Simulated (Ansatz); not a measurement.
## TiW14: geometry relaxation (part 2 of 2)

Continued. System: TiW14 (defect cell, 15 atoms in the cell). Method: DFT PBE, scalar-relativistic, plane waves, PAW, PAW set soft_1, no spin polarisation (Ansatz 0.2.0); cutoff 420 eV, 3×3×3 k-mesh, Gaussian smearing of 0.05 eV. It belongs to a series of runs on one base structure; here: end point B relaxed.

Geometry of the input (Å; fractional positions):
```
6.3200  0.0000  0.0000
0.0000  6.3200  0.0000
0.0000  0.0000  6.3200
Ti 0.2500  -0.2500  0.2500
W  0.5000  0.0000  0.0000
W  0.0000  0.5000  0.0000
W  0.0000  0.0000  0.5000
W  0.2500  0.2500  0.2500
W  0.5000  0.5000  0.0000
W  0.5000  0.0000  0.5000
W  0.7500  0.2500  0.2500
W  0.0000  0.5000  0.5000
W  0.2500  0.2500  0.7500
W  0.5000  0.5000  0.5000
W  0.7500  0.7500  0.2500
W  0.7500  0.2500  0.7500
W  0.2500  0.7500  0.7500
W  0.7500  0.7500  0.7500
```

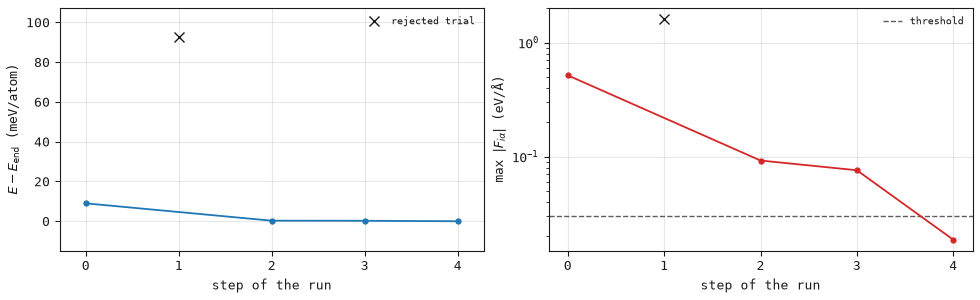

*Progress of the relaxation, step by step (the first geometry is step 0 here and step 1 in the log).*

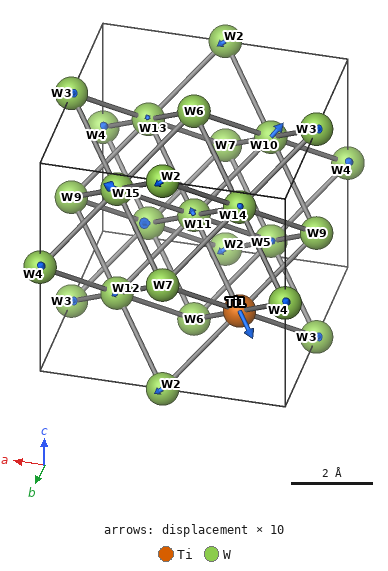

*The starting structure with the displacements as blue arrows, magnified 10 times (ball-and-stick view of the cell of the calculation, seen at an oblique angle).*

Ti1 moves most: 0.081 Å. By element the largest moves are Ti 0.081 Å, W 0.049 Å. The cell stays as it was. Among the contacts that change: Ti1–W11 2.737 → 2.840 Å, W10–W11 2.737 → 2.778 Å, W2–W13 2.737 → 2.708 Å, W11–W12 2.737 → 2.759 Å. Over 4 geometry steps the energy falls by 9.0 meV per atom. Largest force component: 0.52 eV/Å at the start, 0.019 eV/Å at the end. The line search rejected the trial step at point 1 (counted from 0) and went back. (Atoms are counted from 1 in the order of the input.)

```
SCF converged after 6 iterations
Free energy (F): -147899.670987 eV
Harris-Foulkes:  -147899.670987 eV  (|F-HF|=5.82e-11)
Internal energy: -147899.660477 eV  (E = F + TS)
E sigma→0 (E₀):  -147899.665732 eV
Entropy (-TS):   -0.010510 eV (-0.701 meV/atom)
Fermi energy:    20.085396 eV
--- Per-component energies (eV) ---
  E_band       = -1631.759384
  E_kinetic    = 6174.048087
  E_local      = -9860.117275  (includes V_loc(G=0)·N_el)
  E_nonlocal   = -293.812170
  E_hartree    = 4086.441002
  E_xc         = -3858.157146
  E_vxc        = -3376.575141  (∫ρ·V_xc dr)
  E_paw        = -121131.452428  (= ΣΔE_a)
  E_vpaw       = -2448.188859  (= ΣTr[D̂ρ^β])
  E_aug_tail   = 0.001992  (compensation charges beyond the density's cutoff)
  E_ewald      = -23016.612539
  E_smearing   = -0.010510  (= −TS)
  E_closure    = 0.000000  (closes the sum)
  Σ components = -147899.670987   (vs F -147899.670987, Δ=0.00e0)
--- Forces (eV/Å), atoms counted from 1 ---
  atom   1  Ti    -0.00358253     0.00358253    -0.00358253
  atom   2  W      0.00911815    -0.00483948     0.00483948
  atom   3  W      0.00483948    -0.00911815     0.00483948
  atom   4  W      0.00483948    -0.00483948     0.00911815
  atom   5  W     -0.00207561     0.01784535    -0.00207561
  atom   6  W      0.00600055    -0.00600055     0.01867630
  atom   7  W      0.00600055    -0.01867630     0.00600055
  atom   8  W      0.00062586    -0.00062586    -0.01277825
  atom   9  W      0.01867630    -0.00600055     0.00600055
  atom  10  W     -0.01277825    -0.00062586     0.00062586
  atom  11  W     -0.00606598     0.00606598    -0.00606598
  atom  12  W     -0.01784535     0.00207561    -0.00207561
  atom  13  W     -0.00629797     0.00629797    -0.00629797
  atom  14  W     -0.00207561     0.00207561    -0.01784535
  atom  15  W      0.00062586     0.01277825     0.00062586
  max |Σ_I F_I| component: 4.94e-6 eV/Å
--- Relaxed structure (5 steps of the walk, 4 accepted, 0 SCFs on fresh bases) ---
  F+E_penalty+E_count = -147899.67098689 eV   max|allowed force component| = 1.868e-2 eV/Å
  atoms:
    - { symbol: Ti, position: [0.24262279741874407, -0.24262279741874407, 0.24262279741874407] }
    - { symbol: W, position: [0.5031019312149925, 0.0017427496846356381, -0.0017427496846356384] }
    - { symbol: W, position: [-0.0017427496846356386, 0.4968980687850074, -0.0017427496846356384] }
    - { symbol: W, position: [-0.0017427496846356381, 0.0017427496846356386, 0.5031019312149925] }
    - { symbol: W, position: [0.2489304744054384, 0.24796092042033047, 0.2489304744054384] }
    - { symbol: W, position: [0.4994154850480663, 0.5005845149519336, 0.00045521742173018805] }
    - { symbol: W, position: [0.4994154850480663, -0.0004552174217301883, 0.4994154850480663] }
    - { symbol: W, position: [0.7546448679044869, 0.2453551320955131, 0.24593882181653431] }
    - { symbol: W, position: [0.0004552174217301882, 0.5005845149519336, 0.4994154850480663] }
    - { symbol: W, position: [0.24593882181653431, 0.2453551320955131, 0.7546448679044869] }
    - { symbol: W, position: [0.5020665884893756, 0.4979334115106243, 0.5020665884893756] }
    - { symbol: W, position: [0.7520390795796695, 0.7510695255945616, 0.2489304744054384] }
    - { symbol: W, position: [0.7512794087122416, 0.2487205912877584, 0.7512794087122416] }
    - { symbol: W, position: [0.2489304744054384, 0.7510695255945616, 0.7520390795796695] }
    - { symbol: W, position: [0.7546448679044869, 0.7540611781834656, 0.7546448679044869] }
```

Trajectory as extended XYZ (Å, eV, eV/Å), 5 frames, from step=1 to step=5
```
15
Lattice="6.3200 0.0000 0.0000 0.0000 6.3200 0.0000 0.0000 0.0000 6.3200" Properties=species:S:1:pos:R:3:forces:R:3 step=1 energy=-147899.53606
Ti    1.5800   -1.5800    1.5800   -0.4701   0.4701  -0.4701
W     3.1600    0.0000    0.0000    0.3008   0.2218  -0.2218
W     0.0000    3.1600    0.0000   -0.2218  -0.3008  -0.2218
W     0.0000    0.0000    3.1600   -0.2218   0.2218   0.3008
W     1.5800    1.5800    1.5800   -0.3843  -0.3670  -0.3843
W     3.1600    3.1600    0.0000   -0.0119   0.0119  -0.0161
W     3.1600    0.0000    3.1600   -0.0119   0.0161  -0.0119
W     4.7400    1.5800    1.5800    0.4924  -0.4924  -0.5158
W     0.0000    3.1600    3.1600   -0.0161   0.0119  -0.0119
W     1.5800    1.5800    4.7400   -0.5158  -0.4924   0.4924
W     3.1600    3.1600    3.1600    0.2616  -0.2616   0.2616
W     4.7400    4.7400    1.5800    0.3670   0.3843  -0.3843
W     4.7400    1.5800    4.7400    0.3240  -0.3240   0.3240
W     1.5800    4.7400    4.7400   -0.3843   0.3843   0.3670
W     4.7400    4.7400    4.7400    0.4924   0.5158   0.4924
15
Lattice="6.3200 0.0000 0.0000 0.0000 6.3200 0.0000 0.0000 0.0000 6.3200" Properties=species:S:1:pos:R:3:forces:R:3 step=2 energy=-147898.28060 accepted=F
Ti    1.4743   -1.4743    1.4743    0.8196  -0.8196   0.8196
W     3.2118    0.0374   -0.0374   -0.5338  -0.7521   0.7521
W    -0.0374    3.1082   -0.0374    0.7521   0.5338   0.7521
W    -0.0374    0.0374    3.2118    0.7521  -0.7521  -0.5338
W     1.4981    1.4966    1.4981    1.4782   1.3239   1.4782
W     3.1559    3.1641   -0.0005   -0.1243   0.1243   0.1021
W     3.1559    0.0005    3.1559   -0.1243  -0.1021  -0.1243
W     4.8507    1.4693    1.4688   -1.4555   1.4555   1.5106
W    -0.0005    3.1641    3.1559    0.1021   0.1243  -0.1243
W     1.4688    1.4693    4.8507    1.5106   1.4555  -1.4555
W     3.1997    3.1203    3.1997   -0.2525   0.2525  -0.2525
W     4.8234    4.8219    1.4981   -1.3239  -1.4782   1.4782
W     4.8077    1.5123    4.8077   -1.6236   1.6236  -1.6236
W     1.4981    4.8219    4.8234    1.4782  -1.4782  -1.3239
W     4.8507    4.8512    4.8507   -1.4555  -1.5106  -1.4555
15
Lattice="6.3200 0.0000 0.0000 0.0000 6.3200 0.0000 0.0000 0.0000 6.3200" Properties=species:S:1:pos:R:3:forces:R:3 step=3 energy=-147899.66686
Ti    1.5400   -1.5400    1.5400   -0.0136   0.0136  -0.0136
W     3.1851    0.0113   -0.0113   -0.0696  -0.0162   0.0162
W    -0.0113    3.1349   -0.0113    0.0162   0.0696   0.0162
W    -0.0113    0.0113    3.1851    0.0162  -0.0162  -0.0696
W     1.5648    1.5597    1.5648    0.0923   0.0598   0.0923
W     3.1573    3.1627    0.0040   -0.0176   0.0176  -0.0241
W     3.1573   -0.0040    3.1573   -0.0176   0.0241  -0.0176
W     4.7677    1.5523    1.5556   -0.0290   0.0290   0.0183
W     0.0040    3.1627    3.1573   -0.0241   0.0176  -0.0176
W     1.5556    1.5523    4.7677    0.0183   0.0290  -0.0290
W     3.1688    3.1512    3.1688    0.0613  -0.0613   0.0613
W     4.7603    4.7552    1.5648   -0.0598  -0.0923   0.0923
W     4.7489    1.5711    4.7489   -0.0364   0.0364  -0.0364
W     1.5648    4.7552    4.7603    0.0923  -0.0923  -0.0598
W     4.7677    4.7644    4.7677   -0.0290  -0.0183  -0.0290
15
Lattice="6.3200 0.0000 0.0000 0.0000 6.3200 0.0000 0.0000 0.0000 6.3200" Properties=species:S:1:pos:R:3:forces:R:3 step=4 energy=-147899.66756
Ti    1.5406   -1.5406    1.5406   -0.0656   0.0656  -0.0656
W     3.1735    0.0103   -0.0103    0.0465  -0.0007   0.0007
W    -0.0103    3.1465   -0.0103    0.0007  -0.0465   0.0007
W    -0.0103    0.0103    3.1735    0.0007  -0.0007   0.0465
W     1.5733    1.5735    1.5733   -0.0194  -0.0733  -0.0194
W     3.1571    3.1629    0.0005   -0.0115   0.0115   0.0597
W     3.1571   -0.0005    3.1571   -0.0115  -0.0597  -0.0115
W     4.7679    1.5521    1.5509    0.0231  -0.0231   0.0298
W     0.0005    3.1629    3.1571    0.0597   0.0115  -0.0115
W     1.5509    1.5521    4.7679    0.0298  -0.0231   0.0231
W     3.1789    3.1411    3.1789   -0.0759   0.0759  -0.0759
W     4.7465    4.7467    1.5733    0.0733   0.0194  -0.0194
W     4.7531    1.5669    4.7531   -0.0536   0.0536  -0.0536
W     1.5733    4.7467    4.7465   -0.0194   0.0194   0.0733
W     4.7679    4.7691    4.7679    0.0231  -0.0298   0.0231
15
Lattice="6.3200 0.0000 0.0000 0.0000 6.3200 0.0000 0.0000 0.0000 6.3200" Properties=species:S:1:pos:R:3:forces:R:3 step=5 energy=-147899.67099
Ti    1.5334   -1.5334    1.5334   -0.0036   0.0036  -0.0036
W     3.1796    0.0110   -0.0110    0.0091  -0.0048   0.0048
W    -0.0110    3.1404   -0.0110    0.0048  -0.0091   0.0048
W    -0.0110    0.0110    3.1796    0.0048  -0.0048   0.0091
W     1.5732    1.5671    1.5732   -0.0021   0.0178  -0.0021
W     3.1563    3.1637    0.0029    0.0060  -0.0060   0.0187
W     3.1563   -0.0029    3.1563    0.0060  -0.0187   0.0060
W     4.7694    1.5506    1.5543    0.0006  -0.0006  -0.0128
W     0.0029    3.1637    3.1563    0.0187  -0.0060   0.0060
W     1.5543    1.5506    4.7694   -0.0128  -0.0006   0.0006
W     3.1731    3.1469    3.1731   -0.0061   0.0061  -0.0061
W     4.7529    4.7468    1.5732   -0.0178   0.0021  -0.0021
W     4.7481    1.5719    4.7481   -0.0063   0.0063  -0.0063
W     1.5732    4.7468    4.7529   -0.0021   0.0021  -0.0178
W     4.7694    4.7657    4.7694    0.0006   0.0128   0.0006
```
